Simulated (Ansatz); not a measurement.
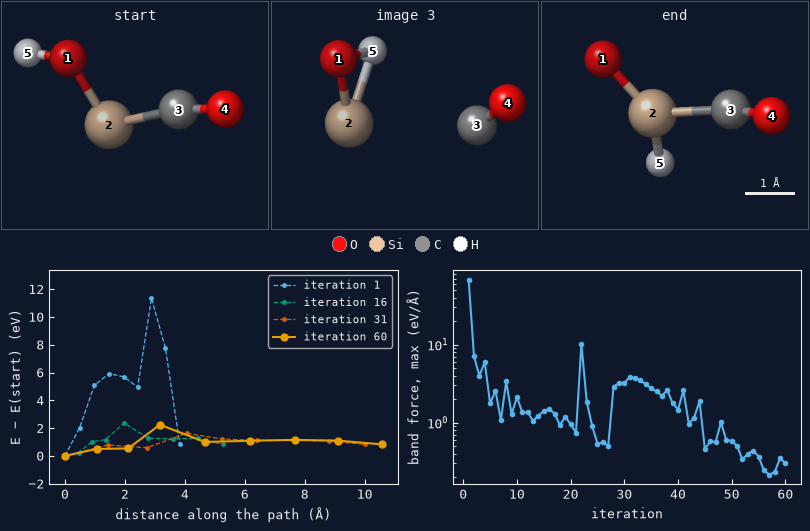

NEB run on CHO2Si (multiplicity 2). Images are numbered from 0 (start) to 8 (end). The plot follows the band through its iterations. The picture is a ball-and-stick view, seen from a free direction.

All numbers below come from UKS CAM-B3LYP/def2-SVP in Ansatz.

Input file:
```yaml
crystal:
  periodic: [false, false, false]
  atoms:
    - { symbol: O, position_ang: [-0.536076, 1.203514, -0.083372] }
    - { symbol: Si, position_ang: [-0.763445, -0.402882, -0.536136] }
    - { symbol: C, position_ang: [0.814802, -1.013619, 0.287901] }
    - { symbol: O, position_ang: [1.719, -1.582322, 0.716917] }
    - { symbol: H, position_ang: [-1.234271, 1.795318, -0.385311] }
magnetization:
  spin_polarized: true
  initial_magnetization: 1
basis:
  gaussian: { orbitals: def2-SVP }
hamiltonian:
  xc: cam_b3lyp
neb:
  order_check: false
  images: 7
  f_tol: 0.05
  max_iterations: 60
  final_atoms:
    - { symbol: O, position_ang: [-0.56989758, 1.68268434, 0.94570852] }
    - { symbol: Si, position_ang: [-0.51414443, 0.50160873, -0.02842252] }
    - { symbol: C, position_ang: [0.79142207, -0.78587742, 0.09816894] }
    - { symbol: O, position_ang: [1.36541092, -1.74996614, 0.37084074] }
    - { symbol: H, position_ang: [-1.07278097, 0.35155949, -1.38629667] }
  initial_path:
    images:
      - { positions_ang: [[-0.536076, 1.203514, -0.083372], [-0.763445, -0.402882, -0.536136], [0.814802, -1.013619, 0.287901], [1.719, -1.582322, 0.716917], [-1.234271, 1.795318, -0.385311]] }
      - { positions_ang: [[-0.41796635, 1.29341556, 0.00472452], [-0.59752958, -0.30315652, -0.41731603], [0.69334382, -1.18959411, 0.18039925], [1.5965056, -1.38892255, 0.68193231], [-1.27434349, 1.58826661, -0.44974104]] }
      - { positions_ang: [[-0.2998567, 1.38331713, 0.09282103], [-0.43161416, -0.20343103, -0.29849606], [0.57188564, -1.36556921, 0.07289749], [1.4740112, -1.1955231, 0.64694761], [-1.31441598, 1.38121522, -0.51417108]] }
      - { positions_ang: [[-0.18174705, 1.47321869, 0.18091755], [-0.26569874, -0.10370555, -0.17967609], [0.45042747, -1.54154432, -0.03460426], [1.35151679, -1.00212364, 0.61196292], [-1.35448847, 1.17416383, -0.57860112]] }
      - { positions_ang: [[-0.0636374, 1.56312025, 0.26901407], [-0.09978332, -0.00398007, -0.06085612], [0.32896929, -1.71751943, -0.14210602], [1.22902239, -0.80872419, 0.57697822], [-1.39456096, 0.96711244, -0.64303115]] }
      - { positions_ang: [[-0.19020245, 1.59301127, 0.43818768], [-0.2033736, 0.12241713, -0.05274772], [0.44458248, -1.48460893, -0.08203728], [1.26311952, -1.04403468, 0.52544385], [-1.31411596, 0.8132242, -0.82884753]] }
      - { positions_ang: [[-0.31676749, 1.6229023, 0.60736129], [-0.30696387, 0.24881433, -0.04463932], [0.56019568, -1.25169843, -0.02196854], [1.29721665, -1.27934516, 0.47390948], [-1.23367096, 0.65933597, -1.01466391]] }
      - { positions_ang: [[-0.44333254, 1.65279332, 0.7765349], [-0.41055415, 0.37521153, -0.03653092], [0.67580887, -1.01878793, 0.0381002], [1.33131378, -1.51465565, 0.42237511], [-1.15322596, 0.50544773, -1.20048029]] }
      - { positions_ang: [[-0.56989758, 1.68268434, 0.94570852], [-0.51414443, 0.50160873, -0.02842252], [0.79142207, -0.78587742, 0.09816894], [1.36541092, -1.74996614, 0.37084074], [-1.07278097, 0.35155949, -1.38629667]] }
```

Launched with:
```bash
ansatz run input.yaml --threads 2 --pin off --max-ram 3072MiB --backend cpu --events-out ev --progress --plain --runs-dir out
```

### Judge this run.

The result isn't final. The band hadn't converged when the run stopped after 60 iterations. The largest component of the band force went from 69 to 0.3 eV/Å. The barrier read from it is provisional, though the highest image hardly moved in the last two iterations. The first iteration put the highest image at 11.35 eV. Forward barrier 2.25 eV, backward barrier 1.41 eV, with image 3 at the top; the reaction energy is +0.83 eV. The profile has 2 maxima (images 3, 6) with a dip at image 4 (+1.00 eV), which on an unconverged band is provisional.
